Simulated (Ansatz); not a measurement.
# CH2BN (BH2(CN)) at 6 levels

Aim: a comparison of 6 runs (B3LYP/STO-3G, BLYP/STO-3G, HSE06/STO-3G, r2SCAN/STO-3G, CCSDT/STO-3G, CCSD(T)/STO-3G) of CH2BN (BH2(CN)). 

Program for the calculation: Ansatz 0.2.0.

78 further runs of the same task are left out: 10 that didn't finish, 68 set aside as unsound or not needed.

### Step 1. Starting point

The species is CH2BN (5 atoms), meant as a singlet with charge 0. As SMILES, `[H]B([H])C#N`. The N5–C4 distance was set to 1.724 Å, away from the relaxed value.

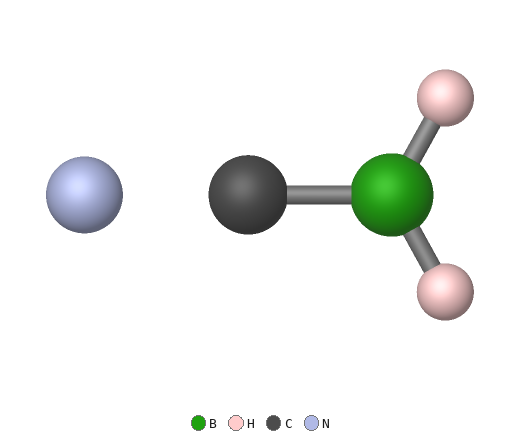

The structure, seen from a chosen angle (boron green, hydrogen pink, carbon dark grey, nitrogen light blue).

### Step 2. A single-point energy at B3LYP/STO-3G (run 1)

Input file run.yaml:

```yaml
basis:
  gaussian:
    orbitals: STO-3G
crystal:
  periodic: [false, false, false]
  atoms:
    - {symbol: B, position_ang: [0.590246, 1.025745, 0.016375]}
    - {symbol: H, position_ang: [1.755366, 1.004175, 0.066195]}
    - {symbol: H, position_ang: [-0.011764, 2.024185, -0.019095]}
    - {symbol: C, position_ang: [-0.164164, -0.283425, -0.004175]}
    - {symbol: "N", position_ang: [-1.023660, -1.777940, -0.027800]}
hamiltonian:
  xc: {name: B3LYP}
accuracy: high
```

Launch:

```
ansatz run run.yaml --threads 1 --pin off --max-ram 2610MiB --events-out events.jsonl --progress --plain --runs-dir runs
```

Log:

```text
Warning: RAYON_NUM_THREADS=1 ignored (pool sized by the plan → 1); use --threads N
Functional definition: B3LYP
  name "B3LYP"
  parameter a0 = 0.2
  parameter ax = 0.72
  parameter ac = 0.81
  exchange = (1 - a0 - ax)*slater_x + ax*b88_x + a0*exact_x
  correlation = (1 - ac)*vwn_rpa_c + ac*lyp_c
288 factors; integrals over basis functions are off by at most 1.7e-8 eV
mean field evaluation 1: about -3183.8711 eV, gradient 3.8e1 eV
mean field evaluation 2: about -3126.3051 eV, gradient 1.0e2 eV
mean field evaluation 4: about -3170.1408 eV, gradient 7.4e1 eV
mean field evaluation 8: about -3187.5084 eV, gradient 2.5e-1 eV
mean field -3187.50889137 eV, -117.1387911866 hartree, gradient 3.5e-8 eV, S^2 0.000000; 0 other end points of the search recorded, 0 dependent functions left out
reference -3187.50891694 eV, -117.1387921264 hartree; 10, 10 occupied and 7, 7 virtual orbitals, 288 factors
Total energy: -3187.50891694 eV, -117.1387921264 hartree
```

Wall time 0.85 s (1 thread of Arm Neoverse V2, shared host).

### Step 3. The energy at BLYP/STO-3G (run 2)

Input file molecule.yaml:

```yaml
crystal:
  periodic: [false, false, false]
  atoms:
    - {symbol: B, position_ang: [0.590246, 1.025745, 0.016375]}
    - {symbol: H, position_ang: [1.755366, 1.004175, 0.066195]}
    - {symbol: H, position_ang: [-0.011764, 2.024185, -0.019095]}
    - {symbol: C, position_ang: [-0.164164, -0.283425, -0.004175]}
    - {symbol: N, position_ang: [-1.023660, -1.777940, -0.027800]}
basis:
  gaussian: {orbitals: STO-3G}
total_charge: 0
hamiltonian: {xc: {name: BLYP}}
accuracy: high
```

Launch:

```
ansatz run molecule.yaml --threads 1 --pin off --max-ram 2610MiB --events-out events.jsonl --progress --plain --runs-dir runs
```

Log:

```text
Warning: RAYON_NUM_THREADS=1 ignored (pool sized by the plan → 1); use --threads N
Functional definition: BLYP
  name "BLYP"
  parameter beta = 0.0042
  parameter a = 0.04918
  parameter b = 0.132
  parameter c = 0.2533
  parameter d = 0.349
  exchange = b88_x(beta = beta)
  correlation = lyp_c(a = a, b = b, c = c, d = d)
288 factors; integrals over basis functions are off by at most 1.7e-8 eV
mean field evaluation 1: about -3185.4377 eV, gradient 2.6e1 eV
mean field evaluation 2: about -3127.1069 eV, gradient 9.9e1 eV
mean field evaluation 4: about -3162.0718 eV, gradient 8.2e1 eV
mean field evaluation 8: about -3186.9948 eV, gradient 1.9e-3 eV
mean field evaluation 16: about -3182.6939 eV, gradient 2.2e0 eV
mean field -3186.99475697 eV, -117.1198970959 hartree, gradient 2.1e-8 eV, S^2 0.000000; 1 other end points of the search recorded, 0 dependent functions left out
reference -3186.99479198 eV, -117.1198983825 hartree; 10, 10 occupied and 7, 7 virtual orbitals, 288 factors
Total energy: -3186.99479198 eV, -117.1198983825 hartree
```

Run time: 0.85 s. Hardware: 1 thread of Arm Neoverse V2, shared host.

### Step 4. The energy at HSE06/STO-3G (run 3)

Input file run.yaml:

```yaml
basis:
  gaussian:
    orbitals: STO-3G
crystal:
  periodic: [false, false, false]
  atoms:
    - symbol: B
      position_ang: [0.590246, 1.025745, 0.016375]
    - symbol: H
      position_ang: [1.755366, 1.004175, 0.066195]
    - symbol: H
      position_ang: [-0.011764, 2.024185, -0.019095]
    - symbol: C
      position_ang: [-0.164164, -0.283425, -0.004175]
    - symbol: "N"
      position_ang: [-1.023660, -1.777940, -0.027800]
total_charge: 0
hamiltonian:
  xc: {name: HSE06}
accuracy: high
```

Launch:

```
ansatz run run.yaml --threads 1 --pin off --max-ram 2610MiB --events-out events.jsonl --progress --plain --runs-dir runs
```

Log:

```text
Warning: RAYON_NUM_THREADS=1 ignored (pool sized by the plan → 1); use --threads N
Functional definition: HSE06
  name "HSE06"
  parameter a = 0.25
  parameter omega = 0.11/bohr
  exchange = pbe_x - a*pbe_x_sr(omega) + a*exact_x_sr(omega)
  correlation = pbe_c
288 factors; integrals over basis functions are off by at most 1.7e-8 eV
59 factors; integrals over basis functions are off by at most 3.6e-10 eV
mean field evaluation 1: about -3180.1552 eV, gradient 3.4e1 eV
mean field evaluation 2: about -3124.5288 eV, gradient 9.9e1 eV
mean field evaluation 4: about -3167.9549 eV, gradient 7.0e1 eV
mean field evaluation 8: about -3183.1170 eV, gradient 2.5e-1 eV
mean field -3183.11747062 eV, -116.9774094509 hartree, gradient 3.7e-8 eV, S^2 0.000000; 0 other end points of the search recorded, 0 dependent functions left out
reference -3183.11747225 eV, -116.9774095108 hartree; 10, 10 occupied and 7, 7 virtual orbitals, 288 factors
Total energy: -3183.11747225 eV, -116.9774095108 hartree
```

Wall time 0.99 s (1 thread of Arm Neoverse V2, shared host); peak memory 0.09 GiB.

Runs 4 to 5 aren't shown in full; the table further down has their settings and results.

### Step 5. The energy at CCSD(T)/STO-3G (run 6)

molecule.yaml: that of step 3 with these lines changed.

```diff
@@ -9,5 +9,9 @@
 basis:
-  gaussian: {orbitals: STO-3G}
-total_charge: 0
-hamiltonian: {xc: {name: BLYP}}
+  gaussian:
+    orbitals: STO-3G
+correlation:
+  method: ccsd_t
+  frozen_orbitals: {B: 1, C: 1, H: 0, "N": 1}
 accuracy: high
+scf:
+  omitted_lower_state_checks: [cluster_reference, increment]
```

Launch:

```
ansatz run molecule.yaml --threads 1 --pin off --max-ram 2610MiB --events-out events.jsonl --progress --plain --runs-dir runs
```

Log:

```text
Warning: RAYON_NUM_THREADS=1 ignored (pool sized by the plan → 1); use --threads N
[... 14 lines left out ...]
3 core orbitals not correlated: weight in the atoms' cores, before any rotation towards them, 1.000 or more for the frozen orbitals, at most 0.000 for the correlated occupied ones
[... 38 lines left out ...]
Total energy: -3175.76461006 eV, -116.7071968090 hartree
Checks for a lower state left out: cluster_reference, increment
```

Run time: 0.18 s. Hardware: 1 thread of Arm Neoverse V2, shared host.

### Step 6. Overview of the runs

| run | level | frozen core orbitals | energy (Eh) | wall time |
| --- | --- | --- | --- | --- |
| 1 | B3LYP/STO-3G | – | -117.138792 | 0.85 s |
| 2 | BLYP/STO-3G | – | -117.119898 | 0.85 s |
| 3 | HSE06/STO-3G | – | -116.977410 | 0.99 s |
| 4 | r2SCAN/STO-3G | – | -117.081854 | 1.8 s |
| 5 | CCSDT/STO-3G | 3 | -116.670605 | 0.44 s |
| 6 | CCSD(T)/STO-3G | 3 | -116.707197 | 0.18 s |

### Step 7. What came out

| quantity | value |
| --- | --- |
| run 6: total energy | -116.70720 Eh |
| run 6: correlation energy (3 core orbitals frozen) | -332.6 mEh |
| run 6: (T) correction | -54.24 mEh |
| run 6: T1 diagnostic | 0.231 |

In words: Totals of different functionals can't be ranked against each other. In run 6 the T1 diagnostic is large, so a single reference may not serve. In runs 5, 6 the log says that unrestricted orbitals would lower the reference, so the values rest on an unstable closed-shell determinant (other closed-shell runs at this shape may share the fault). In runs 1, 2, 3, 4, 5, 6 the basis is minimal, so the values are rough. All runs together took 5.1 s, the longest 1.8 s.
